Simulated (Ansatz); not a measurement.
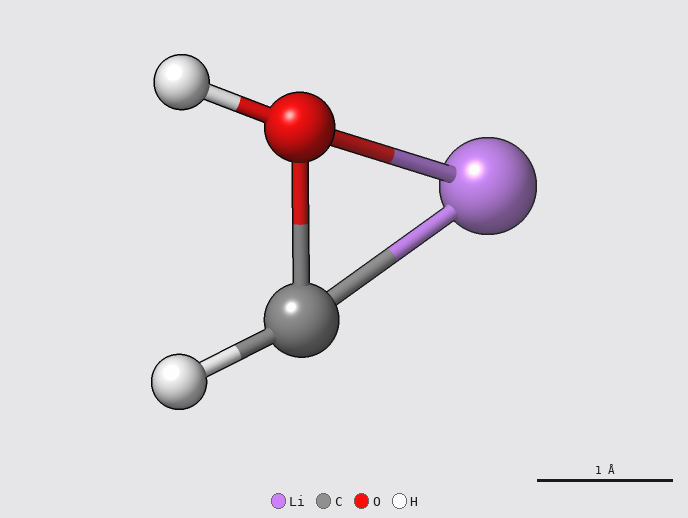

Rendered structure (ball-and-stick style). Every bond is drawn as one stick, whatever its order.

The species is neutral and a spin doublet. Computed geometry: PBE0-D4/def2-TZVP optimisation. No frequency run is at hand to confirm it as a minimum.

> Count the atoms of each element.

CH2LiO, 5 atoms: 1 carbon, 2 hydrogen, 1 lithium and 1 oxygen.

> How many bonds of each kind are drawn?

1 C–Li, 1 O–H, 1 C–O, 1 Li–O, 1 C–H. Sticks follow a distance rule.

> Give the symmetry (Schoenflies symbol).

C1.

The parts below concern this one geometry. Atoms keep their numbers from picture to picture.

**Shape**

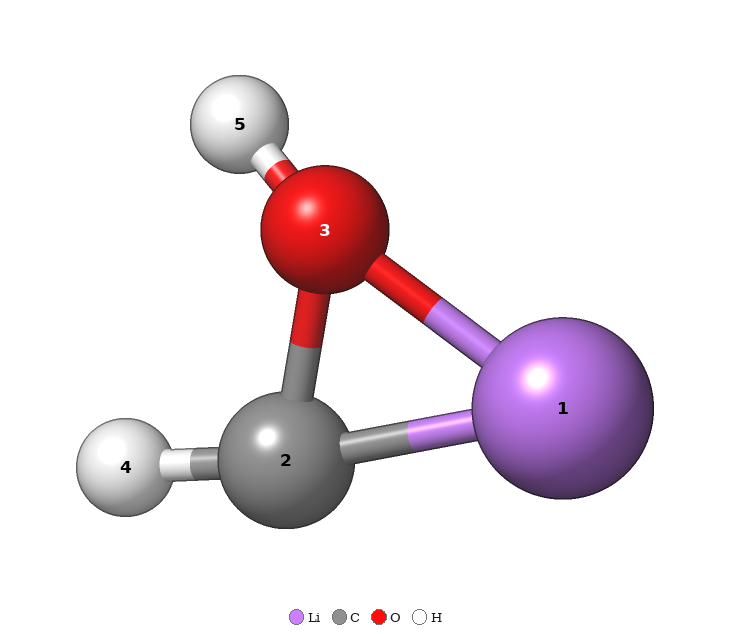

Atoms carry their numbers in the input. No frequency run is at hand to confirm it as a minimum.

Estimate the angles C2–Li1–O3, Li1–C2–O3, Li1–C2–H4, O3–C2–H4, Li1–O3–C2, Li1–O3–H5, C2–O3–H5.

```json
{"angle": "C2–Li1–O3", "degrees": "47.2"}
{"angle": "Li1–C2–O3", "degrees": "65.6"}
{"angle": "Li1–C2–H4", "degrees": "171.6"}
{"angle": "O3–C2–H4", "degrees": "107.8"}
{"angle": "Li1–O3–C2", "degrees": "67.2"}
{"angle": "Li1–O3–H5", "degrees": "155.2"}
{"angle": "C2–O3–H5", "degrees": "113.6"}
```

**Electronic properties**

No frequency run is at hand to confirm it as a minimum. Level of theory: UKS PBE0-D4/def2-TZVPP (Ansatz 0.2.0).

What does the calculation give?

- HOMO energy (Kohn–Sham orbital): −3.84 eV
- ⟨S²⟩ of the determinant: 0.756

**Dipole moment**

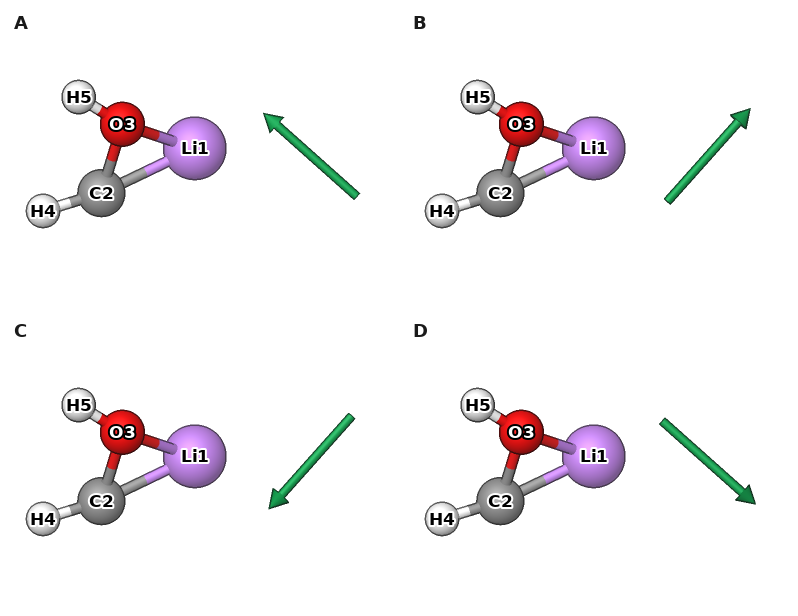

The same molecule four times, each with an arrow. No frequency run is at hand to confirm it as a minimum. Properties computed with UKS PBE0-D4/def2-TZVP (Ansatz 0.2.0).

> Which arrow points along the dipole moment, from the negative to the positive end?

B. The dipole moment is 4.09 D; it points from the side of H4 to the side of Li1 (the outermost atoms at the two ends).

**Charges**

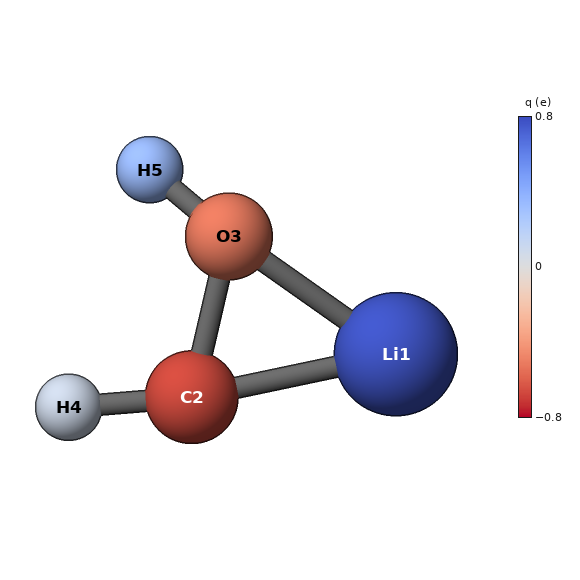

Atoms are coloured by their Mulliken charges. No frequency run is at hand to confirm it as a minimum. Level of theory: UKS PBE0-D4/def2-TZVP (Ansatz 0.2.0).

Give the Mulliken charges atom by atom.

```
atom  value (e)
 Li1       0.76
  C2      −0.65
  O3      −0.50
  H4       0.08
  H5       0.32
```

Mulliken values depend strongly on the basis set and can even reverse the polarity of a bond.
